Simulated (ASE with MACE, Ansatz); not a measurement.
# A vacancy of Ru at several sites of (11-22) twin boundary in hcp Ru (72 atoms)

Aim: make a vacancy of Ru at several sites of (11-22) twin boundary in hcp Ru (72 atoms), relax each, and compare their energies.

Calculated with Ansatz 0.2.0; Kohn-Sham DFT, PBE, PAW (set soft_2), plane waves.

### 1. Set-up

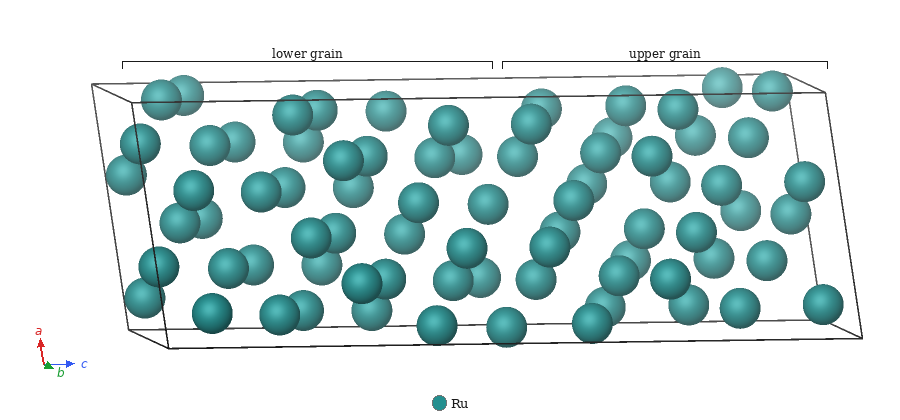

Start, viewed from the side, with the c axis across the page; ruthenium teal. Some periodic images of atoms are drawn too.

The cell holds 72 atoms: 72 Ru. Its edges and angles: a = 9.405 Å, b = 6.914 Å, c = 21.166 Å, α = 90.0°, β = 90.0°, γ = 132.9°. It derives from Ru. Two grains of Ru, one the mirror image of the other in the boundary plane, two boundaries a cell; of 6 trial joints (lateral shifts, openings, close atoms taken out) the lowest after a short relaxation with the MACE-MP-0b2 potential was kept (shift [0, 0] of the surface cell, opening 0.00 Å, one of each pair under 1.88 Å removed), then its atoms and the cell's length along the normal were relaxed with that potential. Lattice constants are starting values near those of PBE. Regions: lower grain, 40 atoms (40 Ru); upper grain, 32 atoms (32 Ru).

What the set-up can't give: The cell is under 6 Å thick along one periodic direction, so every atom has periodic images of itself close by, which move with it and show among its neighbours and in g(r).

### 2. Single point at the start

A single point comes first, to see the forces before anything moves.

input.yaml reads:

```yaml
crystal:
  lattice:
    - [9.40504, 0.0, 0.0]
    - [-4.70252, 5.06849, 0.0]
    - [0.0, 0.0, 21.16618]
  atoms:
    - { symbol: Ru, position: [0.15206, 0.30207, 0.0] }
    - { symbol: Ru, position: [0.31668, 0.80207, 0.0] }
    - { symbol: Ru, position: [0.46519, 0.43311, 0.05967] }
    - { symbol: Ru, position: [0.13458, 0.93311, 0.05967] }
    - { symbol: Ru, position: [0.28857, 0.57604, 0.1119] }
    - { symbol: Ru, position: [0.45414, 0.07604, 0.1119] }
    - { symbol: Ru, position: [0.10749, 0.71384, 0.16816] }
    - { symbol: Ru, position: [0.27302, 0.21384, 0.16816] }
    - { symbol: Ru, position: [0.42955, 0.85948, 0.22233] }
    - { symbol: Ru, position: [0.0966, 0.35948, 0.22233] }
    - { symbol: Ru, position: [0.25261, 0.00559, 0.27761] }
    - { symbol: Ru, position: [0.41965, 0.50559, 0.27761] }
    - { symbol: Ru, position: [0.07618, 0.15123, 0.33179] }
    - { symbol: Ru, position: [0.24172, 0.65123, 0.33179] }
    - { symbol: Ru, position: [0.39507, 0.28907, 0.38808] }
    - { symbol: Ru, position: [0.06067, 0.78907, 0.38808] }
    - { symbol: Ru, position: [0.21462, 0.43195, 0.44031] }
    - { symbol: Ru, position: [0.384, 0.93195, 0.44031] }
    - { symbol: Ru, position: [0.03247, 0.5629, 0.50002] }
    - { symbol: Ru, position: [0.19709, 0.0629, 0.50002] }
    - { symbol: Ru, position: [0.4652, 0.43311, 0.94032] }
    - { symbol: Ru, position: [0.13458, 0.93311, 0.94032] }
    - { symbol: Ru, position: [0.28857, 0.57605, 0.88811] }
    - { symbol: Ru, position: [0.45415, 0.07605, 0.88811] }
    - { symbol: Ru, position: [0.1075, 0.71386, 0.83184] }
    - { symbol: Ru, position: [0.27303, 0.21386, 0.83184] }
    - { symbol: Ru, position: [0.42956, 0.8595, 0.77767] }
    - { symbol: Ru, position: [0.0966, 0.3595, 0.77767] }
    - { symbol: Ru, position: [0.2526, 0.00558, 0.7224] }
    - { symbol: Ru, position: [0.41965, 0.50558, 0.7224] }
    - { symbol: Ru, position: [0.07618, 0.15123, 0.66823] }
    - { symbol: Ru, position: [0.24172, 0.65123, 0.66823] }
    - { symbol: Ru, position: [0.39507, 0.28906, 0.61195] }
    - { symbol: Ru, position: [0.06067, 0.78906, 0.61195] }
    - { symbol: Ru, position: [0.21462, 0.43195, 0.55972] }
    - { symbol: Ru, position: [0.38399, 0.93195, 0.55972] }
    - { symbol: Ru, position: [0.65206, 0.30207, 0.0] }
    - { symbol: Ru, position: [0.81668, 0.80207, 0.0] }
    - { symbol: Ru, position: [0.96519, 0.43311, 0.05967] }
    - { symbol: Ru, position: [0.63458, 0.93311, 0.05967] }
    - { symbol: Ru, position: [0.78857, 0.57604, 0.1119] }
    - { symbol: Ru, position: [0.95414, 0.07604, 0.1119] }
    - { symbol: Ru, position: [0.60749, 0.71384, 0.16816] }
    - { symbol: Ru, position: [0.77302, 0.21384, 0.16816] }
    - { symbol: Ru, position: [0.92955, 0.85948, 0.22233] }
    - { symbol: Ru, position: [0.5966, 0.35948, 0.22233] }
    - { symbol: Ru, position: [0.75261, 0.00559, 0.27761] }
    - { symbol: Ru, position: [0.91965, 0.50559, 0.27761] }
    - { symbol: Ru, position: [0.57618, 0.15123, 0.33179] }
    - { symbol: Ru, position: [0.74172, 0.65123, 0.33179] }
    - { symbol: Ru, position: [0.89507, 0.28907, 0.38808] }
    - { symbol: Ru, position: [0.56067, 0.78907, 0.38808] }
    - { symbol: Ru, position: [0.71462, 0.43195, 0.44031] }
    - { symbol: Ru, position: [0.884, 0.93195, 0.44031] }
    - { symbol: Ru, position: [0.53247, 0.5629, 0.50002] }
    - { symbol: Ru, position: [0.69709, 0.0629, 0.50002] }
    - { symbol: Ru, position: [0.9652, 0.43311, 0.94032] }
    - { symbol: Ru, position: [0.63458, 0.93311, 0.94032] }
    - { symbol: Ru, position: [0.78857, 0.57605, 0.88811] }
    - { symbol: Ru, position: [0.95415, 0.07605, 0.88811] }
    - { symbol: Ru, position: [0.6075, 0.71386, 0.83184] }
    - { symbol: Ru, position: [0.77303, 0.21386, 0.83184] }
    - { symbol: Ru, position: [0.92956, 0.8595, 0.77767] }
    - { symbol: Ru, position: [0.5966, 0.3595, 0.77767] }
    - { symbol: Ru, position: [0.7526, 0.00558, 0.7224] }
    - { symbol: Ru, position: [0.91965, 0.50558, 0.7224] }
    - { symbol: Ru, position: [0.57618, 0.15123, 0.66823] }
    - { symbol: Ru, position: [0.74172, 0.65123, 0.66823] }
    - { symbol: Ru, position: [0.89507, 0.28906, 0.61195] }
    - { symbol: Ru, position: [0.56067, 0.78906, 0.61195] }
    - { symbol: Ru, position: [0.71462, 0.43195, 0.55972] }
    - { symbol: Ru, position: [0.88399, 0.93195, 0.55972] }
kpoints:
  mp_grid: { grid: [2, 3, 1] }
hamiltonian:
  xc: pbe
scf:
  occupations: { method: fermi_dirac, width: 0.1 }
output:
  forces: true
```

Run with:

```
ansatz run input.yaml --threads 6 --pin off --max-ram 102400MiB --backend cuda --events-out ev --progress --plain --runs-dir out
```

Numbers of over 12 decimals in the logs are rounded to 6 here.

The log of the run:

```text
Warning: the atoms were moved onto the symmetric positions of the space group found under crystal.symmetry.tolerance 1.0e-5 (fractional; no operation is sought that the atoms, as they stand in a round, miss by more than twice it, and no atom is moved by as much as it), and the run uses the moved positions. [...]
Warning: crystal.symmetry: narrowed to the stabiliser of the k-point mesh — unitary ops 4 → 2; excluded 2 operations that carry a point of the 2×3×1 mesh (shift [0, 0, 0]) off the mesh (the run samples exactly the mesh kpoints.mp_grid names, as under crystal.symmetry.detect: [...]
[...]
Pseudopotentials: kind: paw
Pseudopotential: Ru, paw, valence charge 16, recommended cutoff 420 eV (normal), Ru.paw.azcp
[... 5 lines on functional and potentials left out ...]
device memory: the entry about to start is reckoned to put 19.6 GiB on a device that reports 64.3 GiB free
GPU FFT provider: cuFFT
GPU libraries: cuBLAS 13.8.2, cuFFT 12.4.0, cuSOLVER 12.3.4
Crystal: 72 atoms, lattice volume = 1008.978 Å³
Basis set: ecut = 420 eV, 19757 PW (Γ), exchange–correlation on 128×96×288 points (8 copies of the dense FFT grid, shifted against one another)
Bands: 692, of which v1, the nominal top of the filled ones, is band 576 counted from 1 (575 counted from 0)
Symmetry: 2 space group operations
k-points: 4 of 6 (time reversal used)
[... 3 lines on functional and potentials left out ...]
Initial density: superposition of atomic densities (neutral atoms: chi_scale 0, normalization atom), corrected by the library's trained network
Initial wavefunctions: pseudopotential atomic-orbital guess
GPU buffer pool allocated for 442368 grid points (all kernels)
GPU transforms: local potential and band sums: pruned to the plane-wave sphere, on 64×45×144
[...]
SCF iter   1: F=—  HF=-423262.343257 eV  |F-HF|=—  |Δ(HF+E_count)|=         —  Δρ=8.30e-3  dr2=2.89e-1  ethr=1.77e-3  ⟨swp⟩=5.0  Hψ=8226  notcnv=0  defer=3
preconditioner: auto → Kerker (q_TF=auto, 2.789 Å⁻¹)  [metal: Δε(μ)=0.014 eV  Ē_g=4.654 eV  σ=0.100 eV  W_gap=0.03  n_scr=358 (ndim 8)  ℏωp=28.1 eV  f_vac=0.000  D(μ)=62.74/eV (n_scr^D=642)]
[...]
SCF iter   6: F=—  HF=-423262.488726 eV  |F-HF|=—  |Δ(HF+E_count)|=   2.42e-4  Δρ=5.75e-6  dr2=5.76e-7  ethr=1.38e-9  ⟨swp⟩=2.2  Hψ=3868  notcnv=0  defer=21
SCF iter   7: F=-423262.488726 eV  HF=-423262.488726 eV  |F-HF|=3.45e-8  |Δ(HF+E_count)|=  4.66e-10  Δρ=1.31e-6  dr2=4.43e-8  ethr=8.68e-12  ⟨swp⟩=3.0  Hψ=7449  notcnv=0
SCF 1 converged in 7 iterations: F = -423262.488726 eV  dr2 = 4.43e-8
[...]
SCF converged after 7 iterations
Free energy (F): -423262.488726 eV
Harris-Foulkes:  -423262.488726 eV  (|F-HF|=3.45e-8)
Internal energy: -423260.395872 eV  (E = F + TS)
E sigma→0 (E₀):  -423261.442299 eV
Entropy (-TS):   -2.092853 eV (-29.067 meV/atom)
Fermi energy:    22.651625 eV
--- Per-component energies (eV) ---
[...]
Σ components = -423262.488726   (vs F -423262.488726, Δ=0.00e0)
--- Forces (eV/Å), atoms counted from 1 ---
  atom   1  Ru     0.10615216    -0.53634206     0.00033918
  atom   2  Ru    -0.13214039    -0.46668964     0.00040142
  atom   3  Ru     0.38868963     0.15568053     0.09749976
  atom   4  Ru    -0.37608439     0.14710779     0.09501369
[...]
atom  72  Ru    -0.38820649    -0.15585640     0.09048419
  max |Σ_I F_I| component: 1.84e-6 eV/Å
```

Elapsed: 4.7 s, on 1 × NVIDIA H100 80GB HBM3 with 6 threads of AMD EPYC 7R13 (Zen 3), shared host; peak memory 1.3 GiB.

That memory is the host's; the program planned 19.6 GiB on the GPU.

The program notes that positions were snapped to a detected symmetry. Further notices: symmetry narrowed by mesh.

The r.m.s. force at the start is 0.16 eV/Å.

### 3. Relaxation

The atoms are relaxed in the fixed cell, aiming at the force tolerance of the input.

input.yaml reads:

```yaml
crystal:
  lattice:
    - [9.40504, 0.0, 0.0]
    - [-4.70252, 5.06849, 0.0]
    - [0.0, 0.0, 21.16618]
  atoms:
    [... the 72 atom lines of step 2 ...]
kpoints:
  mp_grid: { grid: [2, 3, 1] }
hamiltonian:
  xc: pbe
scf:
  occupations: { method: fermi_dirac, width: 0.1 }
output:
  forces: true
relax:
  f_tol: 0.05
  max_steps: 150
```

The log of the run:

```text
[...]
GPU FFT provider: cuFFT
GPU libraries: cuBLAS 13.8.2, cuFFT 12.4.0, cuSOLVER 12.3.4
Crystal: 72 atoms, lattice volume = 1008.978 Å³
Basis set: ecut = 420 eV, 19757 PW (Γ), exchange–correlation on 128×96×288 points (8 copies of the dense FFT grid, shifted against one another)
Bands: 692, of which v1, the nominal top of the filled ones, is band 576 counted from 1 (575 counted from 0)
Symmetry: 2 space group operations
k-points: 4 of 6 (time reversal used)
[...]
GPU buffer pool allocated for 442368 grid points (all kernels)
[...]
SCF iter   1: F=—  HF=-423262.343257 eV  |F-HF|=—  |Δ(HF+E_count)|=         —  Δρ=8.30e-3  dr2=2.89e-1  ethr=1.77e-3  ⟨swp⟩=5.0  Hψ=8226  notcnv=0  defer=3
[...]
SCF iter   5: F=-423262.488715 eV  HF=-423262.488726 eV  |F-HF|=1.13e-5  |Δ(HF+E_count)|=   4.48e-6  Δρ=2.98e-5  dr2=1.59e-5  ethr=1.34e-8  ⟨swp⟩=1.0  Hψ=2724  notcnv=0  defer=21
SCF iter   6: F=-423262.488725 eV  HF=-423262.488726 eV  |F-HF|=4.35e-7  |Δ(HF+E_count)|=   4.07e-7  Δρ=5.58e-6  dr2=6.04e-7  ethr=1.38e-9  ⟨swp⟩=1.5  Hψ=6651  notcnv=0
SCF 1 converged in 6 iterations: F = -423262.488725 eV  dr2 = 6.04e-7
[...]
relax step   1: F+E_penalty+E_count = -423262.48872529 eV  Δ(F+E_penalty+E_count) = +0.000e0 eV  max|allowed force component| = 5.392e-1 eV/Å  Δτ_max = 0.0000 Å  (6 SCF iters, dr2 threshold 6.25e-5 eV, accepted)
[...]
relax step   2: F+E_penalty+E_count = -423262.66670586 eV  Δ(F+E_penalty+E_count) = -1.780e-1 eV  max|allowed force component| = 3.012e-1 eV/Å  Δτ_max = 0.1009 Å  (6 SCF iters, dr2 threshold 1.82e-5 eV, accepted)
[...]
relax step   3: F+E_penalty+E_count = -423262.75160605 eV  Δ(F+E_penalty+E_count) = -8.490e-2 eV  max|allowed force component| = 2.134e-2 eV/Å  Δτ_max = 0.0316 Å  (6 SCF iters, dr2 threshold 5.67e-6 eV, accepted)
[...]
relax step   4: F+E_penalty+E_count = -423262.75160622 eV  Δ(F+E_penalty+E_count) = -1.749e-7 eV  max|allowed force component| = 2.137e-2 eV/Å  Δτ_max = 0.0000 Å  (6 SCF iters, accepted)
SCF converged after 6 iterations
Free energy (F): -423262.751606 eV
[...]
Internal energy: -423260.683421 eV  (E = F + TS)
E sigma→0 (E₀):  -423261.717513 eV
Entropy (-TS):   -2.068185 eV (-28.725 meV/atom)
Fermi energy:    22.654085 eV
[...]
Σ components = -423262.751606   (vs F -423262.751606, Δ=0.00e0)
--- Forces (eV/Å), atoms counted from 1 ---
  atom   1  Ru    -0.01431467     0.01989312     0.00009271
  atom   2  Ru     0.00891562     0.02063666     0.00007777
  atom   3  Ru    -0.00787363    -0.01296996     0.01897250
  atom   4  Ru     0.01106131    -0.01065504     0.00704838
[...]
atom  72  Ru     0.00822027     0.01325102     0.01854528
  max |Σ_I F_I| component: 1.55e-7 eV/Å
--- Relaxed structure (4 steps of the walk, 4 accepted, 0 SCFs on fresh bases) ---
  F+E_penalty+E_count = -423262.75160622 eV   max|allowed force component| = 2.137e-2 eV/Å
  atoms:
    - { symbol: Ru, position: [0.145295, 0.288075, 4.941873713884698e-6] }
    - { symbol: Ru, position: [0.309304, 0.788840, 5.049122193309695e-6] }
    - { symbol: Ru, position: [0.468362, 0.434373, 0.059996] }
    - { symbol: Ru, position: [0.132683, 0.934432, 0.059965] }
[...]
- { symbol: Ru, position: [0.880836, 0.930692, 0.560000] }
```

It took 9 s on 1 × NVIDIA H100 80GB HBM3 with 6 threads; peak memory 1.3 GiB; 15 s of CPU time.

That memory is the host's; the program planned 19.6 GiB on the GPU.

The relaxation converged after 4 steps, 0.263 eV below its start, with a largest force component of 0.021 eV/Å.

(Continued in part 2 of 3.)

[Logs are printed without paths, hosts, clocks, repeated set-up lines and the standing remarks that a program may print on its own settings, such as how far it seeks lower states.]

[Hosts, paths, dates, database ids (printed as entryN), source tags and the programs' standing remarks are cut or masked in the printed files.]
